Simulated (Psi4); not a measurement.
# BHOF2 (difluorohydroxyborane) at MP2/def2-SVPD

What is the vertical ionisation energy of BHOF2 (difluorohydroxyborane) at MP2/def2-SVPD? 

The results are computed with Psi4 1.11.

### Step 1. The molecule

BHOF2: 5 atoms, total charge 0, spin state singlet. SMILES: `OB(F)F`. The coordinates come from a PBE0-D4/def2-TZVP relaxation.

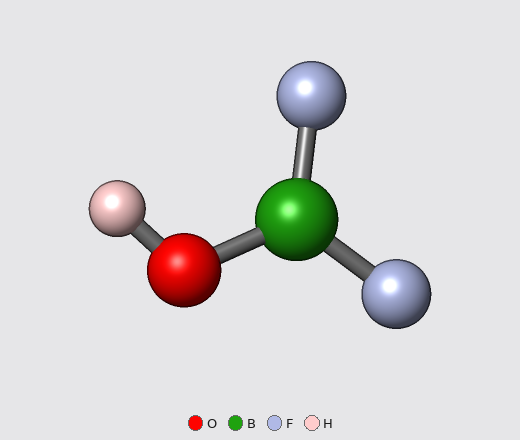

Viewed from a chosen angle; oxygen red, boron green, fluorine light blue, hydrogen pink.

### Step 2. The energy at MP2/def2-SVPD

input.json

```json
{
  "schema_name": "qcschema_input",
  "schema_version": 1,
  "molecule": {
    "schema_name": "qcschema_molecule",
    "schema_version": 2,
    "symbols": ["O", "B", "F", "F", "H"],
    "geometry": [0.07300012, 1.89114342, 0.32939816, 0.19985743, -0.64715561, 0.25928932, 1.38144649, -1.86493292, 2.08002155, -0.83059132, -1.9878596, -1.59366273, -0.82371272, 2.60880471, -1.0750274],
    "molecular_charge": 0,
    "molecular_multiplicity": 1,
    "fix_symmetry": "c1"
  },
  "driver": "energy",
  "model": {
    "method": "mp2",
    "basis": "def2-SVPD"
  },
  "keywords": {
    "puream": true,
    "e_convergence": 1e-09,
    "d_convergence": 1e-08,
    "scf_type": "pk",
    "num_frozen_docc": 4,
    "mp2_type": "conv"
  }
}
```

Started as:

```bash
psi4 --qcschema input.json -n 1 --memory 1600MB
```

stdout:

```text
[...]
  Running in c1 symmetry.
[...]
  Nuclear repulsion =  112.725598750141998
[...]
  Multiplicity = 1
[...]
  Nalpha       = 16
  Nbeta        = 16
[...]
    Number of basis functions: 97
[...]
   @RHF iter   1:  -298.86925355865816   -8.65837e-01   5.60764e-03 ADIIS/DIIS
[...]
   @RHF iter  11:  -298.97610964288174   -2.50111e-12   5.69311e-09 DIIS
[...]
    Orbital Energies [Eh]
    ---------------------
    Doubly Occupied:
       1A    -26.323953     2A    -26.316651     3A    -20.609056
       4A     -7.760641     5A     -1.632888     6A     -1.600293
       7A     -1.393426     8A     -0.836459     9A     -0.805834
      10A     -0.774097    11A     -0.732828    12A     -0.695284
      13A     -0.673386    14A     -0.662059    15A     -0.605749
      16A     -0.569636
[...]
  @RHF Final Energy:  -298.97610964288174
   => Energetics <=
    Nuclear Repulsion Energy =            112.7255987501419980
    One-Electron Energy =                -639.4189362196665343
    Two-Electron Energy =                 227.7172278266427838
    Total Energy =                       -298.9761096428817382
[...]
 Multipole Moments:
 ------------------------------------------------------------------------------------
     Multipole            Electronic (a.u.)      Nuclear  (a.u.)        Total (a.u.)
 ------------------------------------------------------------------------------------
 L = 1.  Multiply by 2.5417464519 to convert [e a0] to [Debye]
 Dipole X            :          0.2300421           -0.5864318           -0.3563896
 Dipole Y            :         -2.3070811            2.8269837            0.5199027
 Dipole Z            :          0.1261219           -0.6583888           -0.5322669
 Magnitude           :                                                    0.8249972
[...]
	SCS-MP2 Total Energy (a.u.)        :  -299.61001294374404
	SOS-MP2 Total Energy (a.u.)        :  -299.59709384457585
	SCSN-MP2 Total Energy (a.u.)       :  -299.29653760840870
[...]
	SOS-PI-MP2 Total Energy (a.u.)     :  -299.64486186009077
[...]
	MP2 Total Energy (a.u.)            :  -299.63585114208041
[...]
```

The result, in JSON:

```text
{
 "driver": "energy",
 "model": {
  "method": "mp2",
  "basis": "def2-SVPD"
 },
 "success": true,
 "return_result": -299.6358511420804,
 "properties": {
  "calcinfo_nbasis": 97,
  "calcinfo_nmo": 97,
  "calcinfo_nalpha": 16,
  "calcinfo_nbeta": 16,
  "calcinfo_natom": 5,
  "nuclear_repulsion_energy": 112.725598750142,
  "return_energy": -299.6358511420804,
  "scf_one_electron_energy": -639.4189362196665,
  "scf_two_electron_energy": 227.71722782664278,
  "scf_dipole_moment": [-0.3563896212666471, 0.5199026749992228, -0.5322669022790123],
  "scf_total_energy": -298.97610964288174,
  "scf_iterations": 11,
  "mp2_same_spin_correlation_energy": -0.18206134404938057,
  "mp2_opposite_spin_correlation_energy": -0.477680155149316,
  "mp2_singles_energy": 0.0,
  "mp2_doubles_energy": -0.6597414991986965,
  "mp2_correlation_energy": -0.6597414991986739,
  "mp2_total_energy": -299.6358511420804
 }
}
```

Run time: 4.2 s. Hardware: 1 thread of Intel Xeon 6975P-C (Granite Rapids), shared host; peak memory 0.55 GiB.

### Step 3. The doublet cation, same level

bf2ho.xyz

```xyz
5
BF2HO
O      0.038630     1.000750     0.174310
B      0.105760    -0.342460     0.137210
F      0.731030    -0.986880     1.100700
F     -0.439530    -1.051930    -0.843330
H     -0.435890     1.380520    -0.568880
```

run.py

```python
import psi4

psi4.set_memory(1600000000)
psi4.set_num_threads(1)
psi4.set_output_file('psi4.out', False)

with open('bf2ho.xyz') as f:
    atoms = ''.join(f.readlines()[2:])
m = psi4.geometry('1 2\n' + atoms + 'symmetry c1')

options = {'basis': 'def2-SVPD', 'reference': 'uhf', 'puream': True, 'e_convergence': 1e-09, 'd_convergence': 1e-08, 'scf_type': 'pk', 'num_frozen_docc': 4, 'mp2_type': 'conv', 'maxiter': 100}
psi4.set_options(options)

result = psi4.energy('mp2')
print(f'total energy {result:.8f} hartree = {result * 27.211386:.5f} eV')
```

Started as:

```bash
python run.py
```

psi4.out:

```text
[...]
  Running in c1 symmetry.
[...]
  Nuclear repulsion =  112.725598717264262
[...]
  Multiplicity = 2
[...]
  Nalpha       = 16
  Nbeta        = 15
[...]
    Number of basis functions: 97
[...]
   @UHF iter   1:  -298.39656628949950   -3.93150e-01   4.80778e-03 DIIS/ADIIS
[...]
   @UHF iter  15:  -298.50739044088112   -4.49063e-12   8.74598e-09 DIIS
[...]
   @S^2 Observed:                7.561855803E-01
[...]
    Orbital Energies [Eh]
    ---------------------
    Alpha Occupied:
       1A    -26.582302     2A    -26.571865     3A    -21.127570
       4A     -8.081539     5A     -1.923589     6A     -1.870980
       7A     -1.851097     8A     -1.259608     9A     -1.165252
      10A     -1.127573    11A     -1.062488    12A     -1.004704
      13A     -0.965965    14A     -0.947102    15A     -0.915797
      16A     -0.906576
    Alpha Virtual:
      17A     -0.156547    18A     -0.099349    19A     -0.079793
      20A     -0.043604    21A     -0.042784    22A      0.001123
      23A      0.006254    24A      0.029700    25A      0.036680
[...]
  @UHF Final Energy:  -298.50739044088112
   => Energetics <=
    Nuclear Repulsion Energy =            112.7255987172642619
    One-Electron Energy =                -629.2098390691883196
    Two-Electron Energy =                 217.9768499110429900
    Total Energy =                       -298.5073904408810677
  UHF NO Occupations:
  HONO-2 :   14  A 1.9995103
  HONO-1 :   15  A 1.9980901
[...]
 Multipole Moments:
 ------------------------------------------------------------------------------------
     Multipole            Electronic (a.u.)      Nuclear  (a.u.)        Total (a.u.)
 ------------------------------------------------------------------------------------
 L = 1.  Multiply by 2.5417464519 to convert [e a0] to [Debye]
 Dipole X            :          0.0528573           -0.5864318           -0.5335744
 Dipole Y            :         -0.4246409            2.8269837            2.4023428
 Dipole Z            :          0.0406532           -0.6583888           -0.6177356
 Magnitude           :                                                    2.5372327
[...]
	SCS-MP2 Total Energy (a.u.)        :  -299.09191652427160
	SOS-MP2 Total Energy (a.u.)        :  -299.03688658466467
	SCSN-MP2 Total Energy (a.u.)       :  -298.79794852200587
[...]
	SOS-PI-MP2 Total Energy (a.u.)     :  -299.12513594196190
[...]
	MP2 Total Energy (a.u.)            :  -299.11372704618827
[...]
```

Standard output:

```text
total energy -299.11372705 hartree = -8139.29908 eV
```

Run time: 5.1 s. Hardware: 1 thread of Intel Xeon 6975P-C (Granite Rapids), shared host; peak memory 0.55 GiB.

### Step 4. Outcome

Level: MP2/def2-SVPD, 4 core orbitals frozen.

```
                                                                  quantity          value
                                               singlet BHOF2: total energy  -299.63585 Eh
                        singlet BHOF2: HOMO energy (Hartree–Fock orbitals)      -15.50 eV
                        singlet BHOF2: LUMO energy (Hartree–Fock orbitals)        1.64 eV
                      singlet BHOF2: HOMO–LUMO gap (Hartree–Fock orbitals)       17.14 eV
                singlet BHOF2: correlation energy (4 core orbitals frozen)     -659.7 mEh
                                              doublet cation: total energy  -299.11373 Eh
doublet cation: HOMO energy (Hartree–Fock orbitals) (highest over α and β)      -24.53 eV
 doublet cation: LUMO energy (Hartree–Fock orbitals) (lowest over α and β)      -10.67 eV
               doublet cation: correlation energy (4 core orbitals frozen)     -606.3 mEh
                         doublet cation: ⟨S²⟩ of the reference determinant          0.756
                        vertical ionisation energy (to the doublet cation)      14.208 eV
```

What this shows: Removing an electron at fixed nuclei costs 14.21 eV (328 kcal/mol).
